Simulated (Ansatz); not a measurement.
These are PBE (plane waves to 420 eV, PAW; Ansatz, a first-principles code) values and carry that method's errors.

Host crystal: zinc-blende GaAs, with a band gap (PBE, scalar-relativistic without spin-orbit coupling).

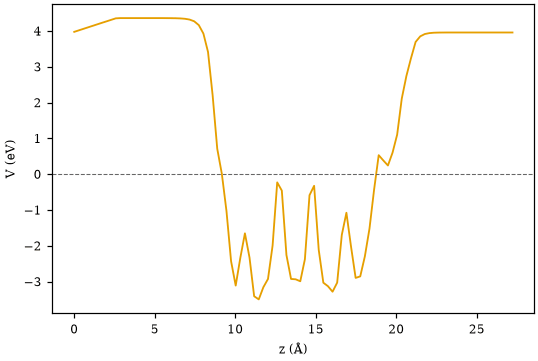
Figure: Planar average of the electrostatic potential across the slab, in eV from the Fermi level, for SiH3 on the 1x1 (110) surface of zinc-blende GaAs (cut with top plane As + Ga), one in a 2x1 cell, started at the site 'hollow As'

Set-up: 24 atoms, 8.6 Å thick at the start under the adsorbate (thin: gaps and levels are the slab's own); mesh 3x4x1; 0.01 eV smearing; dipole correction on; 8 atoms held, the rest relaxed; no symmetry held; spin-polarised, ending with about 0.7 μB a cell, a value that depends on the mesh; orders that need a larger cell were not tried, no spin-orbit, no U, no dispersion correction. The slab shows no gap over 0.04 eV on its mesh. At the end it is bonded to As. In PBE it is, or lies within 0.03 eV of, the lowest of the starts that converged.

The vacuum level lies 3.96 eV above the Fermi level over the top face and 4.36 eV above it under the bottom face.
